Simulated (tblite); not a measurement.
**Run report: C$_{4}$H$_{12}$P$_{2}$Si, frequency calculation**

- system: C$_{4}$H$_{12}$P$_{2}$Si
- method: GFN2-xTB harmonic vibrations, gas phase (tblite 0.8.0)

It belongs to a series of runs on one base structure; here: H on C replaced by CH3.

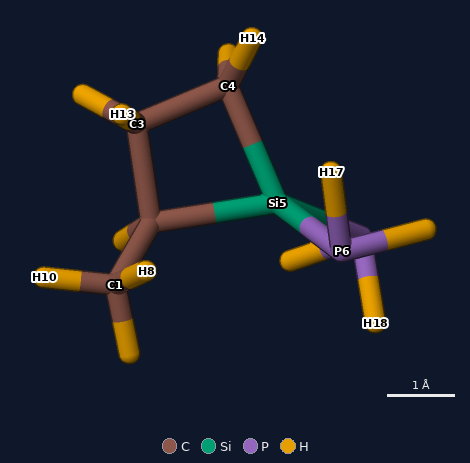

*The input geometry (stick view, seen at a tilt; atoms are numbered from 1 in the order of the input).*

Bond lengths as drawn: C–C 1.52 to 1.54 Å, C–H 1.09 Å, C–Si 1.93 to 1.94 Å, H–P 1.38 Å and P–Si 2.27 Å.

### Summary

| quantity | value |
| --- | --- |
| outcome | converged |
| total energy | −582.7186 eV |
| zero-point energy | 91.3810 kcal/mol |
| hardware | 1 CPU thread, shared host |
| wall time | 1.6 s |
| peak memory | 0.18 GiB |

### Input file
```
{"job": {"kind": "ir", "xc": "GFN2-xTB", "basis": "xTB"}, "charge": 0, "multiplicity": 1}
C     -1.383500    -0.146135     1.661044
C     -0.817612    -0.655803     0.349265
C     -1.458501    -0.051127    -0.913272
C     -0.215516     0.258845    -1.759652
Si     0.911772     0.012058    -0.215398
P      1.475703     1.850838     0.984197
P      2.704338    -1.338673    -0.532382
H     -1.259920     0.935060     1.730185
H     -0.868154    -0.600249     2.504955
H     -2.445393    -0.376981     1.741659
H     -0.879442    -1.745750     0.327766
H     -2.163246    -0.719621    -1.406131
H     -1.983461     0.868523    -0.657037
H     -0.238026     1.235260    -2.236031
H     -0.052969    -0.484516    -2.536916
H      2.700792     1.992007     0.355204
H      0.862226     2.737262     0.115498
H      3.098682    -1.252786     0.790867
H      2.002423    -2.508961    -0.311281
```

The first line tells a small driver script what to run in tblite; the rest is the geometry in Å.

Command:
```bash
OMP_NUM_THREADS=1 python <driver script> task.json out
```

### Output
```
mode    cm-1     km/mol
  1      50.4      0.46
  2      64.1      7.33
  3      75.8     10.23
  4      89.3      8.55
  5      94.8      2.27
  6     114.9      3.26
  7     142.3      8.21
  8     214.6      0.66
  9     264.3      5.08
 10     333.7      1.08
 11     382.6      1.98
 12     487.1     36.69
 13     537.5     74.92
 14     619.8     19.95
 15     663.6      7.19
 16     665.6      2.02
 17     677.1     15.93
 18     694.8     46.58
 19     720.0     59.96
 20     759.6     43.10
 21     877.3     28.92
 22     921.3      0.39
 23     986.6     23.38
 24    1010.9      1.80
 25    1035.0      0.41
 26    1130.3      4.54
 27    1135.8      4.64
 28    1137.9     16.17
 29    1139.1      2.12
 30    1166.1      1.71
 31    1201.1      4.17
 32    1224.9      1.66
 33    1272.8      0.24
 34    1313.1      0.14
 35    1411.8      2.17
 36    1466.6      2.13
 37    1490.1      0.11
 38    1498.1      4.73
 39    1498.9      1.36
 40    2296.2     53.64
 41    2304.6    142.53
 42    2375.1    107.49
 43    2388.4    134.13
 44    2948.5     28.29
 45    2985.7     17.61
 46    2995.7     52.51
 47    2999.4     17.95
 48    3006.0     48.82
 49    3008.6     74.76
 50    3016.2     28.75
 51    3028.0     26.40
```

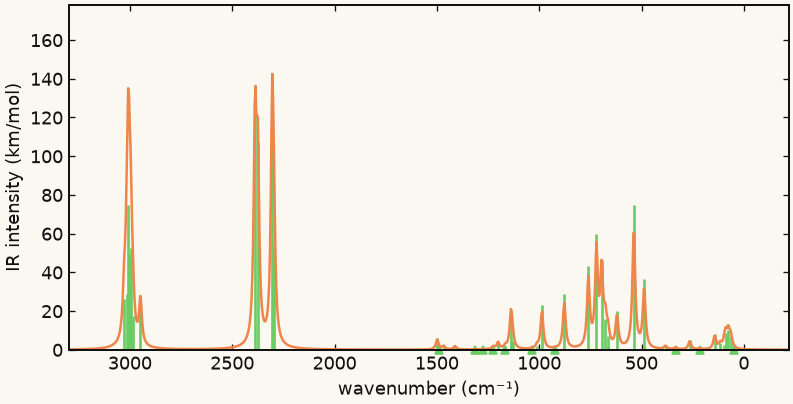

*Harmonic infrared spectrum, unscaled: sticks (degenerate modes added up, dark ones marked on the axis) with a Lorentzian envelope of 16 cm⁻¹ full width, scaled to the tallest stick.*

51 modes from 50 to 3028 cm⁻¹, none imaginary. The strongest line is at 2305 cm⁻¹ (143 km/mol).
